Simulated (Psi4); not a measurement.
Two rigid molecules brought together: C4H4S ··· H6B3N3 (SMILES c1ccsc1 and B1NBNBN1). Monomers: optimised at B3LYP-D3(BJ) (def2-TZVP), held rigid. Orientation: lowest of the rigid-body minima from ten starts at GFN2-xTB. The monomers approach along the line of their centres of mass (distance R); nothing else relaxes.

Calculation: SAPT0/jun-cc-pVDZ, frozen core run with Psi4.

Components in kcal/mol:

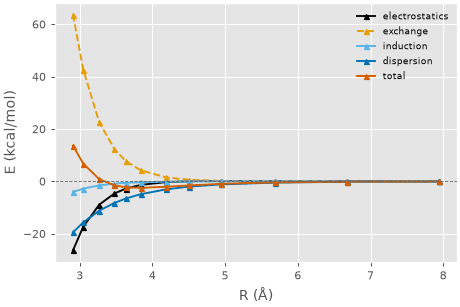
Fig. 1. Components of the interaction energy.

```tsv
R / Å	electrostatics	exchange	induction	dispersion	total
2.91	-26.34	63.61	-4.08	-19.54	13.65
3.05	-17.39	42.65	-2.82	-15.70	6.73
3.27	-8.94	22.59	-1.58	-11.25	0.82
3.48	-4.65	12.22	-0.91	-8.26	-1.59
3.64	-2.77	7.62	-0.60	-6.56	-2.31
3.84	-1.39	4.21	-0.36	-4.95	-2.50
4.19	-0.32	1.46	-0.16	-3.08	-2.10
4.51	0.01	0.54	-0.08	-2.04	-1.57
4.95	0.12	0.14	-0.04	-1.19	-0.97
5.69	0.11	0.01	-0.01	-0.53	-0.42
6.68	0.06	0.00	0.00	-0.20	-0.15
7.94	0.03	0.00	0.00	-0.07	-0.05
```
